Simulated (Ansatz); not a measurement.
# KTaSe3 (built on the sites of a database entry of KTaO3): following an unstable mode, part 2 of 2

Which phase does KTaSe3 (built on the sites of a database entry of KTaO3) fall into along its unstable mode, and how much energy does it gain?

Ansatz 0.2.0; DFT LDA, scalar-relativistic, plane waves, PAW.

So far, highest frequency on the path or at a solved wavevector (cm⁻¹): step 2 (response at finite wavevector) 304. Also lowest frequency on the path (cm⁻¹): step 2 -50.9.

The structure was built from a prototype and need not be the compound's stable phase.

### 5. Energy along the mode, all amplitudes (two of the runs are shown above)

An imaginary frequency means negative curvature, so the energy should fall and then rise again as anharmonic terms take over.

This step gave:

```yaml
depth_at_the_lowest_point_sampled: 16.94 meV/atom
largest_atomic_shift_at_that_point: 0.45 Å
```

The energy from the parent by largest atomic shift:

| largest atomic shift (Å) | energy from the parent (meV/atom) |
| --- | --- |
| 0.000 | 0 |
| 0.040 | -0.195 |
| 0.080 | -0.758 |
| 0.140 | -2.23 |
| 0.220 | -5.69 |
| 0.320 | -11.8 |
| 0.450 | -16.9 |
| 0.600 | -12.0 |

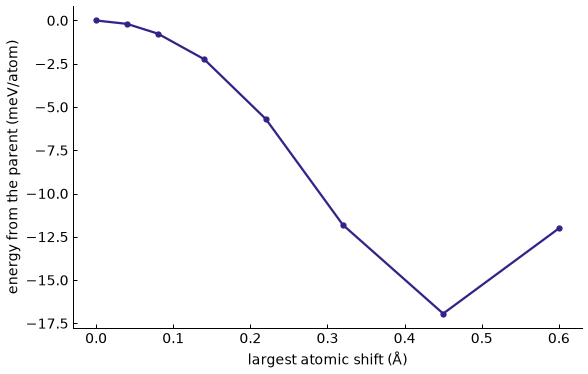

Energy from the parent, plotted against largest atomic shift.

Displacement at unit largest shift by atom:

```csv
atom,x (Å),y (Å),z (Å),size
K1,0.00,0.00,0.00,0.00
K2,0.00,0.00,0.00,0.00
Ta3,0.00,0.00,0.00,0.00
Ta4,0.00,0.00,0.00,0.00
Se5,0.00,0.00,0.00,0.00
Se6,0.00,0.00,0.00,0.00
Se7,0.00,0.00,1.00,1.00
Se8,0.00,0.00,-1.00,1.00
Se9,0.00,1.00,0.00,1.00
Se10,0.00,-1.00,0.00,1.00
```

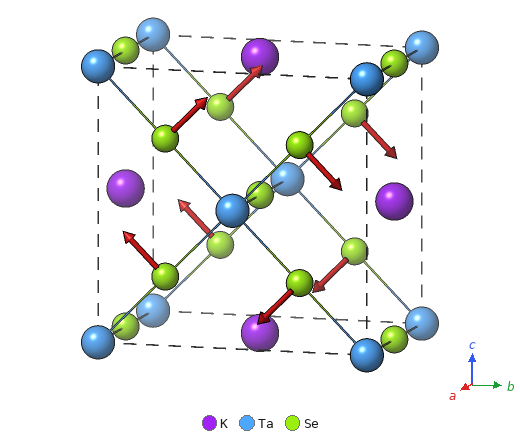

Displacement at unit largest shift as arrows, the longest 1 Å. Some periodic images of atoms are drawn too.

The lowest of the steps tried is at 0.45 Å, 16.9 meV/atom below the parent; the bottom of the well need not coincide with a step.

### 6. Relaxation from the frozen mode

Starting from the lowest point found, all atoms and the cell are let go, so that strain and other modes of the same symmetry can join in.

File input.yaml:

```yaml
crystal:
  lattice:
    - [-4.9981413134, 0.0, 0.0]
    - [0.0, -4.9981413134, -4.9981413134]
    - [0.0, -4.9981413134, 4.9981413134]
  atoms:
    - { symbol: K, position: [0.5, 0.0, 0.5] }
    - { symbol: K, position: [0.5, 0.5, 0.0] }
    - { symbol: Ta, position: [1.0, 0.5, 0.5] }
    - { symbol: Ta, position: [1.0, 1.0, 1.0] }
    - { symbol: Se, position: [0.5, 0.0, 0.0] }
    - { symbol: Se, position: [0.5, 0.5, 0.5] }
    - { symbol: Se, position: [1.0, 0.2049832656, 0.2950167344] }
    - { symbol: Se, position: [1.0, 0.7950167344, 0.7049832656] }
    - { symbol: Se, position: [1.0, 0.7049832656, 0.2049832656] }
    - { symbol: Se, position: [1.0, 0.2950167344, 0.7950167344] }
kpoints:
  mp_grid: { grid: [6, 4, 4] }
hamiltonian:
  xc: lda
scf:
  occupations: { method: methfessel_paxton, width: 0.15 }
output:
  forces: true
  stress: true
  eigenvalues: true
relax:
  adjacent_minimum: "off"
  f_tol: 0.002
  max_steps: 120
  cell: { stress_tol: 0.03 }
```

On the command line:

```console
$ ansatz run input.yaml --threads 8 --pin off --max-ram 14336MiB --backend cpu --events-out ev --progress --plain --runs-dir out
```

Numbers of over 12 decimals in the logs are rounded to 6 here.

The log of the run:

```text
[...]
Crystal: 10 atoms, lattice volume = 249.721 Å³
Basis set: ecut = 420 eV, 4933 PW (Γ)
Bands: 84, of which v1, the nominal top of the filled ones, is band 70 counted from 1 (69 counted from 0)
Symmetry: 16 space group operations
[...]
k-points: 24 of 96
[...]
SCF iter   1: F=—  HF=-54665.253548 eV  |F-HF|=—  |Δ(HF+E_count)|=         —  Δρ=5.43e-3  dr2=7.28e-2  ethr=1.77e-3  ⟨swp⟩=6.2  Hψ=7160  notcnv=0  defer=5
[...]
SCF iter   8: F=-54665.242706 eV  HF=-54665.242706 eV  |F-HF|=4.18e-9  |Δ(HF+E_count)|=   1.31e-8  S|Δr|=    0.00e0  Δρ=9.61e-7  dr2=4.24e-9  ethr=5.06e-11  ⟨swp⟩=2.8  Hψ=6353  notcnv=0
SCF 1 converged in 8 iterations: F = -54665.242706 eV  dr2 = 4.24e-9
[...]
relax step   1: F+E_penalty+E_count = -54665.24270589 eV  Δ(F+E_penalty+E_count) = +0.000e0 eV  max|allowed force component| = 3.415e-2 eV/Å  Δτ_max = 0.0000 Å  P = -1.373 GPa  Ω = 249.721 Å³  (8 SCF iters, dr2 threshold 1.00e-7 eV, accepted)
Crystal: 10 atoms, lattice volume = 241.887 Å³
Basis set: ecut = 420 eV, 4789 PW (Γ)
[...]
SCF iter   7: F=-54665.323296 eV  HF=-54665.323296 eV  |F-HF|=5.37e-8  |Δ(HF+E_count)|=   1.94e-7  S|Δr|=    0.00e0  Δρ=3.43e-6  dr2=4.38e-8  ethr=7.14e-10  ⟨swp⟩=7.1  Hψ=8913  notcnv=0
SCF 2 converged in 7 iterations: F = -54665.323296 eV  dr2 = 4.38e-8
relax step   2: F+E_penalty+E_count = -54665.32329574 eV  Δ(F+E_penalty+E_count) = -8.059e-2 eV  max|allowed force component| = 1.579e-1 eV/Å  Δτ_max = 0.0448 Å  P = +0.714 GPa  Ω = 241.887 Å³  energy of the carried Pulay correction = +1.251e-3 eV  (7 SCF iters, dr2 threshold 1.00e-6 eV, accepted)
Crystal: 10 atoms, lattice volume = 240.782 Å³
Basis set: ecut = 420 eV, 4741 PW (Γ)
[...]
SCF iter   7: F=-54665.376709 eV  HF=-54665.376709 eV  |F-HF|=2.05e-8  |Δ(HF+E_count)|=   5.17e-7  S|Δr|=    0.00e0  Δρ=3.27e-6  dr2=1.20e-8  ethr=8.80e-11  ⟨swp⟩=4.0  Hψ=6851  notcnv=0
SCF 3 converged in 7 iterations: F = -54665.376709 eV  dr2 = 1.20e-8
[...]
relax step   3: F+E_penalty+E_count = -54665.37670894 eV  Δ(F+E_penalty+E_count) = -5.341e-2 eV  max|allowed force component| = 7.926e-2 eV/Å  Δτ_max = 0.1075 Å  P = +0.193 GPa  Ω = 240.782 Å³  energy of the carried Pulay correction = +1.431e-3 eV  (7 SCF iters, dr2 threshold 1.00e-6 eV, accepted)
[...]
relax step   4: F+E_penalty+E_count = -54665.39129190 eV  Δ(F+E_penalty+E_count) = -1.458e-2 eV  max|allowed force component| = 4.911e-2 eV/Å  Δτ_max = 0.1189 Å  P = -0.074 GPa  Ω = 238.224 Å³  energy of the carried Pulay correction = +1.850e-3 eV  (7 SCF iters, dr2 threshold 3.93e-7 eV, accepted)
[...]
relax step   5: F+E_penalty+E_count = -54665.39358879 eV  Δ(F+E_penalty+E_count) = -2.297e-3 eV  max|allowed force component| = 7.021e-3 eV/Å  Δτ_max = 0.0133 Å  P = -0.042 GPa  Ω = 238.509 Å³  energy of the carried Pulay correction = +1.803e-3 eV  (6 SCF iters, dr2 threshold 4.70e-7 eV, accepted)
[...]
relax step   6: F+E_penalty+E_count = -54665.39373118 eV  Δ(F+E_penalty+E_count) = -1.424e-4 eV  max|allowed force component| = 4.572e-4 eV/Å  Δτ_max = 0.0052 Å  P = -0.000 GPa  Ω = 238.234 Å³  energy of the carried Pulay correction = +1.849e-3 eV  (6 SCF iters, dr2 threshold 2.65e-8 eV, accepted)
[...]
SCF iter   7: F=-54665.392282 eV  HF=-54665.392282 eV  |F-HF|=7.28e-12  |Δ(HF+E_count)|=  2.04e-10  S|Δr|=    0.00e0  Δρ=4.86e-8  dr2=7.15e-12  ethr=1.00e-12  ⟨swp⟩=3.3  Hψ=8297  notcnv=0
SCF 7 converged in 7 iterations: F = -54665.392282 eV  dr2 = 7.15e-12
relax step   7: F+E_penalty+E_count = -54665.39228224 eV  Δ(F+E_penalty+E_count) = +1.449e-3 eV  max|allowed force component| = 5.023e-4 eV/Å  Δτ_max = 0.0000 Å  P = -0.004 GPa  Ω = 238.234 Å³  stress off target by 6.64e-3 GPa  SCF on the basis re-selected at this cell (its energy is not comparable with the rows above)  (7 SCF iters)
basis re-selected at this cell: Δ(F+E_penalty+E_count) = +1.449e-3 eV, ΔP = -0.003 GPa vs the last step (what re-selecting the basis moved, of the pressure what is left beyond the Pulay correction that the steps carried, after the strain that the cell walked since its last selection, with what the two solves' SCF thresholds leave and, on support functions, any second-order correction that the steps lacked; it is no m [...]
SCF converged after 7 iterations
[...]
Free energy (F): -54665.392282 eV
[...]
Internal energy: -54665.394179 eV  (E = F + TS)
E sigma→0 (E₀):  -54665.392756 eV
Entropy (-TS):   0.001896 eV (0.190 meV/atom)
Fermi energy:    8.913771 eV
[...]
--- Forces (eV/Å), atoms counted from 1 ---
  atom   1  K      0.00000000     0.00000000     0.00000000
  atom   2  K     -0.00000000     0.00000000     0.00000000
  atom   3  Ta     0.00000000    -0.00000000     0.00000000
  atom   4  Ta     0.00000000     0.00000000     0.00000000
  atom   5  Se     0.00000000     0.00000000     0.00000000
  atom   6  Se    -0.00000000     0.00000000     0.00000000
  atom   7  Se     0.00000000     0.00000000     0.00050228
  atom   8  Se    -0.00000000    -0.00000000    -0.00050228
  atom   9  Se    -0.00000000     0.00050228     0.00000000
  atom  10  Se     0.00000000    -0.00050228    -0.00000000
  max |Σ_I F_I| component: 2.60e-18 eV/Å
--- Stress (GPa, compression-positive) ---
        0.002424      -0.000000       0.000000
       -0.000000      -0.006642       0.000000
        0.000000       0.000000      -0.006642
  P = ⅓ Tr σ = -0.0036 GPa (-0.036 kbar)
--- Band table (eV; the first three rows and the last of 24) ---
  k-point 0: bands = [... 66 lower, 7.9924, 8.3232, 8.3232, 8.4831, 8.6206, 8.9911, 8.9911, 9.7981, ... 10 higher]
  k-point 1: bands = [... 66 lower, 7.7085, 7.8134, 8.1667, 8.4520, 9.0521, 9.1917, 9.6954, 10.5438, ... 10 higher]
  k-point 2: bands = [... 66 lower, 7.4049, 7.4049, 8.3064, 8.3064, 9.9449, 9.9449, 10.0419, 10.0419, ... 10 higher]
  k-point 23: bands = [... 66 lower, 7.1592, 7.1592, 8.8042, 8.8042, 10.1780, 10.1780, 10.8086, 10.8086, ... 10 higher]
--- Relaxed structure (6 steps of the walk, 6 accepted, 1 SCFs on fresh bases) ---
  F+E_penalty+E_count = -54665.39228224 eV   max|allowed force component| = 5.023e-4 eV/Å   (the final SCF, on the basis selected at the relaxed cell)
  cell:  # Å, volume = 238.2343 Å³
    - [-5.138456, 0, 0]
    - [0, -4.814718, -4.814718]
    - [0, -4.814718, 4.814718]
  atoms:
    - { symbol: K, position: [0.5, 0.0, 0.5] }
    - { symbol: K, position: [0.5, 0.5, 0.0] }
    - { symbol: Ta, position: [1.0, 0.5, 0.5] }
    - { symbol: Ta, position: [1.0, 1.0, 1.0] }
    - { symbol: Se, position: [0.5, -2.6898212947234294e-19, 0] }
    - { symbol: Se, position: [0.5, 0.5, 0.5] }
    - { symbol: Se, position: [1.0, 0.178655, 0.321345] }
    - { symbol: Se, position: [1.0, 0.821345, 0.678655] }
    - { symbol: Se, position: [1.0, 0.678655, 0.178655] }
    - { symbol: Se, position: [1.0, 0.321345, 0.821345] }
```

Elapsed: 11 s, on 8 threads of AMD EPYC 9R45 (Zen 5), shared host; peak memory 1.4 GiB; 81 s of CPU time.

The steps of the relaxation:

```csv
step,energy less that of the first step (eV),largest force component (eV/Å),pressure (GPa),volume (Å³)
1,0.0000,0.0341,-1.37,249.72
2,-0.0806,0.1579,0.71,241.89
3,-0.1340,0.0793,0.19,240.78
4,-0.1486,0.0491,-0.07,238.22
5,-0.1509,0.0070,-0.04,238.51
6,-0.1510,0.0005,0.00,238.23
7*,-0.1496,0.0005,0.00,238.23
```

Relaxation steps marked * repeat the geometry before them on a plane-wave basis chosen anew for their cell, so energy and pressure can jump there.

The run keeps the 16 symmetry operations that it works with, so distortions that break them were not tested.

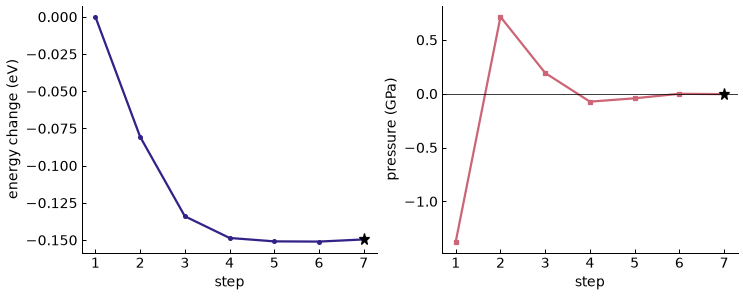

Energy and pressure along the relaxation. Stars mark steps on a basis chosen anew.

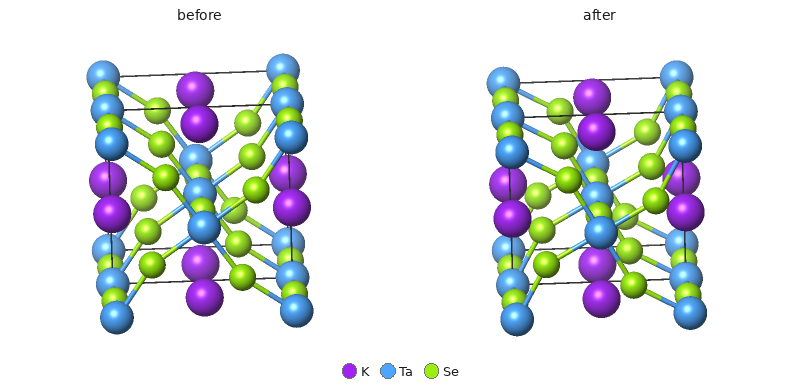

The structure before and after the relaxation, drawn at the same scale.

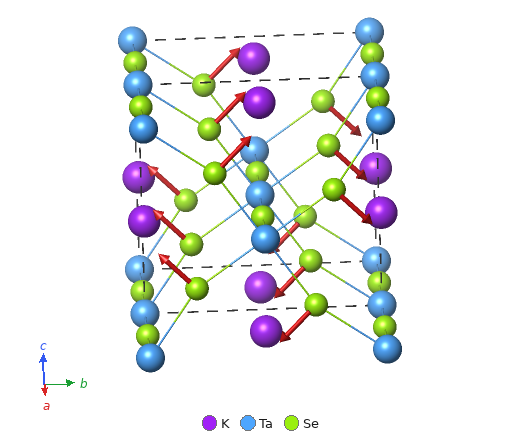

Displacements in the relaxation, exaggerated, measured against the changing cell; the longest in the cell stands for 0.25 Å. 2×1×1 cells are drawn. Some periodic images of atoms are drawn too.

| cell as run | before | after | change |
| --- | --- | --- | --- |
| a (Å) | 4.998 | 5.138 | +2.8 % |
| b (Å) | 7.068 | 6.809 | -3.7 % |
| c (Å) | 7.068 | 6.809 | -3.7 % |
| volume (Å³/atom) | 24.97 | 23.82 | -4.6 % |

The atoms that moved most (Å, as changes of fractional coordinates times the final cell):

```
atom     dx      dy      dz  length
 Se7  0.000   0.000   0.254   0.254
 Se9  0.000   0.254   0.000   0.254
 Se8  0.000   0.000  -0.254   0.254
Se10  0.000  -0.254   0.000   0.254
```

Final coordinates:

```
K Ta Se
1.0
    -5.13846    0.00000    0.00000
     0.00000   -4.81472   -4.81472
     0.00000   -4.81472    4.81472
K Ta Se
2 2 6
Direct
  0.50000 0.00000 0.50000
  0.50000 0.50000 0.00000
  0.00000 0.50000 0.50000
  0.00000 0.00000 0.00000
  0.50000 0.00000 0.00000
  0.50000 0.50000 0.50000
  0.00000 0.17865 0.32135
  0.00000 0.82135 0.67865
  0.00000 0.67865 0.17865
  0.00000 0.32135 0.82135
```

Numbers from this step:

```yaml
pressure: -0.003620 GPa
volume_per_atom: 23.82 Å³
```

The distorted start has space group P4/mbm; the relaxation ends in P4/mbm.

### 7. The phases reached

The phases reached along the modes that were followed are set side by side.

Energies are those of the first relaxation, on the mesh of the frozen mode; space group, volume and gap are those of the last relaxation. Phases, by row:

```
                  mode frozen in  space group  energy from parent (meV/atom)  volume (Å³/atom)  gap on mesh (eV)  lowest zone-centre optical mode (cm⁻¹)  largest shift (Å)
                          parent        Pm-3m                              0             24.97                 0                                       –                  –
q = (-0.5, -0.5, -0.5), 51i cm⁻¹       I4/mcm                         -37.63              23.6                 0                                       –              0.747
q = (-0.5, -0.5, -0.5), 51i cm⁻¹         R-3c                         -16.24             24.37                 0                                       –              0.432
q = (-0.5, -0.5, -0.5), 51i cm⁻¹         Imma                         -22.97             24.24                 0                                       –              0.547
   q = (0, -0.5, -0.5), 49i cm⁻¹       P4/mbm                         -31.84             23.82                 0                                       –              0.687
```

### 8. Summary of results

```
unstable mode of the parent                                                      : q = (0, -0.5, -0.5), 49i cm⁻¹
depth at the lowest point sampled                                                : 16.9 meV/atom
largest atomic shift at that point                                               : 0.45 Å
space group reached (within 0.01 Å)                                              : P4/mbm
energy gained over the parent (first relaxation, on the mesh of the frozen mode) : 31.8 meV/atom
volume per atom, phase reached                                                   : 23.8 Å³
```

What this shows: Along this mode the structure falls into P4/mbm, 31.8 meV/atom below the parent. At the parent's cell the well is 16.94 meV/atom deep on the steps tried, with its lowest point at a shift of 0.45 Å. Relaxing atoms and cell changes the gain by +14.90 meV/atom against the lowest step (energies at zero smearing). The modes of the phase reached were not computed on this path. Of the 4 patterns followed to their end from this parent, this one ends 5.79 meV/atom above the lowest, I4/mcm. Each path keeps the symmetry of its pattern, so a lower phase may lie along a pattern not tried. With no gap, or one that is small against the smearing, the frequencies hang on the k mesh and the smearing, most of all near Kohn anomalies. Spin-orbit coupling is left out, which can matter for the heavy elements here. The starting cell was built on a prototype and not taken from a measurement, so the phase need not exist.

[Logs are printed without paths, hosts, clocks, repeated set-up lines and the standing remarks that a program may print on its own settings, such as how far it seeks lower states.]

[Hosts, paths, dates, database ids (printed as entryN), source tags and the programs' standing remarks are cut or masked in the printed files.]
